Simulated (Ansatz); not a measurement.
# GaH2Cl2O: frequency calculation

- system: GaH2Cl2O, multiplicity 2
- method: UKS BLYP/def2-SVP (Ansatz 0.2.0)

It belongs to a series of runs on one base structure; here: vibrations at the highest image of the band.

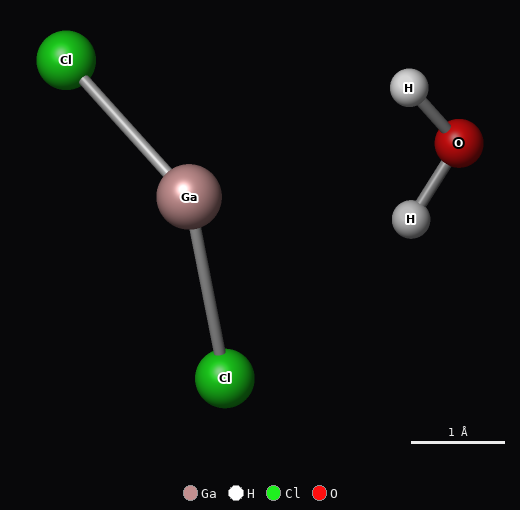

**Figure 1.** The structure (ball-and-stick view, seen on its broad side). Sticks mark near contacts.

### Input file
```yaml
crystal:
  periodic: [false, false, false]
  atoms:
    - { symbol: Ga, position_ang: [-0.172518, -0.81603, -0.246565] }
    - { symbol: H, position_ang: [0.639414, 0.195943, 2.211171] }
    - { symbol: Cl, position_ang: [1.733594, 0.347824, -0.232362] }
    - { symbol: Cl, position_ang: [-2.049623, 0.148052, -0.928302] }
    - { symbol: O, position_ang: [0.009186, -0.071007, 2.910436] }
    - { symbol: H, position_ang: [-0.674453, -0.605884, 2.462722] }
magnetization:
  spin_polarized: true
  initial_magnetization: 1
basis:
  gaussian: { orbitals: def2-SVP }
hamiltonian:
  xc: blyp
phonons: {}
```

Command:
```bash
ansatz run input.yaml --threads 4 --pin off --max-ram 5120MiB --backend cpu --events-out ev --progress --plain --runs-dir out
```

### The program's output
```
Engine: ansatz 0.2.0, aarch64-unknown-linux-gnu
Functional definition: BLYP
  parameter beta = 0.0042
  parameter a = 0.04918
  parameter b = 0.132
  parameter c = 0.2533
  parameter d = 0.349
  exchange = b88_x(beta = beta)
  correlation = lyp_c(a = a, b = b, c = c, d = d)
1004 factors; their error is unknown
mean field evaluation 1: about -79483.3117 eV, gradient 4.4e1 eV
mean field evaluation 2: about -79370.1021 eV, gradient 1.3e2 eV
mean field evaluation 4: about -79489.1890 eV, gradient 1.3e1 eV
mean field evaluation 8: about -79490.0141 eV, gradient 2.5e-1 eV
mean field evaluation 16: about -79489.9622 eV, gradient 4.1e-4 eV
mean field -79489.96215844 eV, -2921.2022290911 hartree, gradient 3.3e-5 eV, S^2 0.751443; 1 other end points of the search recorded, 0 dependent functions left out
the calculation of the forces begins
reference -79489.96245935 eV, -2921.2022401494 hartree; 38, 37 occupied and 54, 55 virtual orbitals, 1004 factors
these checks for a lower state are left out or cut short: stability, starts, cluster_reference, orbital_swaps, neighbouring_geometries, increment
1004 factors; their error is unknown
mean field -79489.96211040 eV, -2921.2022273256 hartree, gradient 1.3e-6 eV, S^2 0.751444; 0 other end points of the search recorded, 0 dependent functions left out
[... from here on the field's lines of each further geometry are left out, up to the last ...]
the calculation of the forces begins
reference -79489.96242384 eV, -2921.2022388443 hartree; 38, 37 occupied and 54, 55 virtual orbitals, 1004 factors
these checks for a lower state are left out or cut short: stability, starts, cluster_reference, orbital_swaps, neighbouring_geometries, increment
1004 factors; their error is unknown
mean field -79489.96211971 eV, -2921.2022276679 hartree, gradient 1.5e-6 eV, S^2 0.751443; 0 other end points of the search recorded, 0 dependent functions left out
the calculation of the forces begins
reference -79489.96242065 eV, -2921.2022387273 hartree; 38, 37 occupied and 54, 55 virtual orbitals, 1004 factors
WARN: phonons: modes at or below zero, which the zero-point energy, F, S and C_V leave out: 1, the lowest at -545.85 cm⁻¹. A minimum has none, and a first-order saddle one
Total energy: -79489.96245935 eV, -2921.2022401494 hartree
Atom 0 at    -0.172518    -0.816030    -0.246565 Å, force    -0.000337    -0.001479     0.002192 eV/Å
Atom 1 at     0.639414     0.195943     2.211171 Å, force     0.000861     0.000334    -0.000438 eV/Å
Atom 2 at     1.733594     0.347824    -0.232362 Å, force     0.002293     0.001300    -0.000697 eV/Å
Atom 3 at    -2.049623     0.148052    -0.928302 Å, force    -0.001876     0.000731    -0.001290 eV/Å
Atom 4 at     0.009186    -0.071007     2.910436 Å, force    -0.001185    -0.001349    -0.000403 eV/Å
Atom 5 at    -0.674453    -0.605884     2.462722 Å, force     0.000244     0.000463     0.000637 eV/Å
Dipole moment:    -0.032541    -0.362963    -0.256633 e Å
Vibrations: -545.85 27.71 55.06 92.98 102.85 222.04 326.13 339.63 378.49 1545.27 3606.70 3730.94 cm⁻¹, zero-point energy 0.646441 eV
```

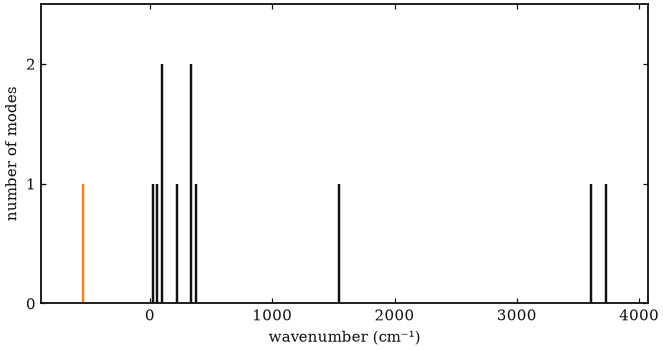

**Figure 2.** Harmonic vibrational wavenumbers from the force constants; neighbouring modes closer than 19 cm⁻¹ are counted in one stick, and imaginary ones are drawn at negative wavenumbers. 12 modes from 546i to 3731 cm⁻¹, 1 imaginary beyond 8i (546i cm⁻¹): a first-order saddle point, if the geometry is stationary.

### Summary

```tsv
quantity	value
outcome	converged
total energy	−79489.9625 eV
mean-field energy	−79489.9625 eV
⟨S²⟩	0.751
largest force (length of the vector)	0.003 eV/Å
hardware	4 threads of Arm Neoverse V2, 24 GiB of memory available, shared host
wall time	25 s (CPU time 91 s)
peak memory	0.17 GiB
```
